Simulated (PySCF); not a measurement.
Consider C4H9FO2Si (charge −1, doublet).

```xyz
17

C     1.8878    1.6607    0.1030
O     0.8938    0.8212    0.5612
Si    0.9576   -0.8509    0.6079
F     1.8617   -1.2414    1.9424
C    -0.7339   -1.4575    0.8067
C    -1.8211   -1.2166   -0.0509
C    -1.7736   -0.1673   -1.0919
O    -1.6959    1.1899   -0.6007
H     2.4150    1.2323   -0.7593
H     1.4380    2.6122   -0.2010
H     2.6305    1.8566    0.8891
H     2.0555   -1.1342   -0.3904
H    -0.8519   -2.3151    1.4658
H    -2.7864   -1.6494    0.1785
H    -2.6703   -0.1841   -1.7234
H    -0.8850   -0.3179   -1.7400
H    -0.9288    1.1736   -0.0070
```

Geometry: GFN2-xTB.

Method: UKS B3LYP, pcH-1 on C F H O Si, non-relativistic, mean-field spin-orbit, GIAO (PySCF).

What will maps of the electron density, electron localisation function and spin density show?

Answer. C–C (1.41 Å): the density is about 2 e/Å³ at the midpoint; the ELF peaks at about 0.95 between the atoms, as expected for a covalent bond.
Si–F (1.66 Å): ρ at the midpoint is about 0.95 e/Å³; the ELF peaks at about 0.85 in the valence shell of F, 0.5 Å from its nucleus, and is about 0.55 at the midpoint.
C–Si (1.81 Å): ρ at the midpoint is about 1 e/Å³; the ELF peaks at about 0.95 between the atoms, as expected for localised, covalent bonding.
The unpaired spin (1 electron) lies mostly on C6 (about 0.4), C5 (about 0.2) and Si3 (about 0.2), in electrons by Hirshfeld's partition.

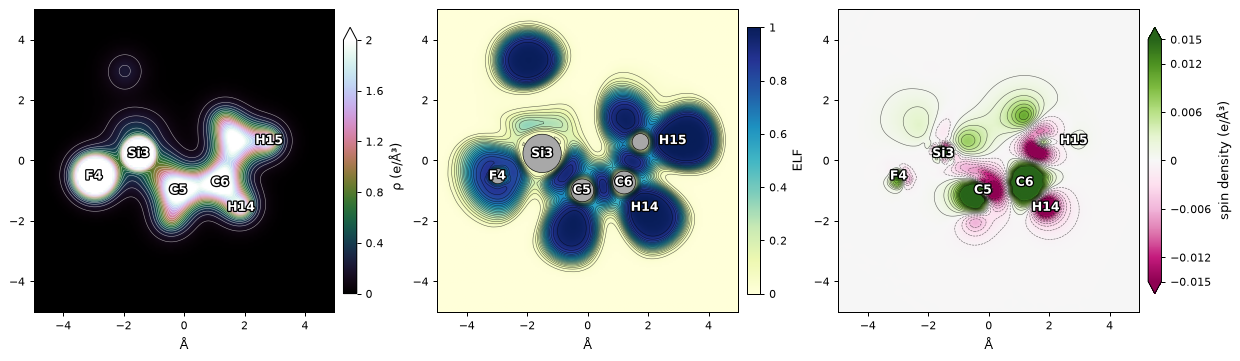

Computed electron density, electron localisation function and spin density on the plane of atoms C5, C6 and H14, in this order. Grey discs cover the atomic cores in the ELF map. 
